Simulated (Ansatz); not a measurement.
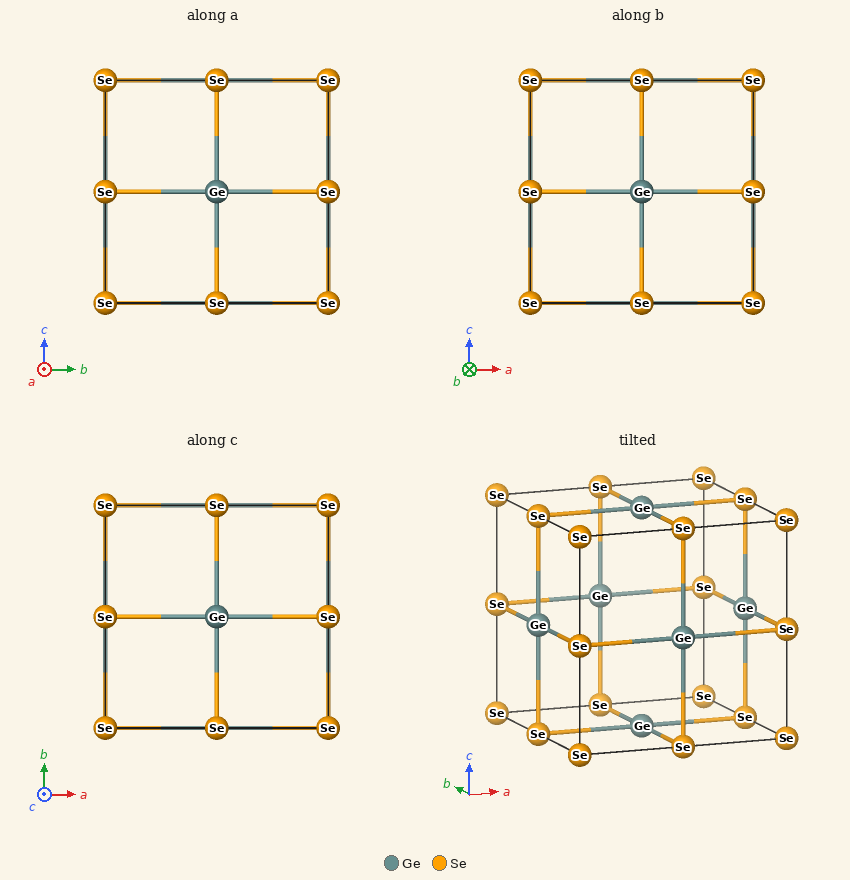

We look at a ball-and-stick model of the crystal along the a axis, along the b axis, along the c axis and slightly off an axis. One conventional unit cell is framed, with atoms on its boundary repeated.

Lattice parameters: a = 5.607 Å, b = 5.607 Å, c = 5.607 Å, α = 90.00°, β = 90.00°, γ = 90.00°. Put a along x and b in the xy plane.

Convert the drawing into a POSCAR file.

Answer.
```
Ge Se
1.0
     5.607    0.000    0.000
     0.000    5.607    0.000
     0.000    0.000    5.607
Ge Se
3 4
Direct
  0.0000 0.5000 0.5000
  0.5000 0.0000 0.5000
  0.5000 0.5000 0.0000
  0.5000 0.0000 0.0000
  0.0000 0.5000 0.0000
  0.0000 0.0000 0.5000
  0.0000 0.0000 0.0000
```

The cell started as a random cell made by a generator, so it need not be a real form of the compound. Earlier steps of the study may have refined or changed the cell and positions. It was run through Ansatz as a DFT input.
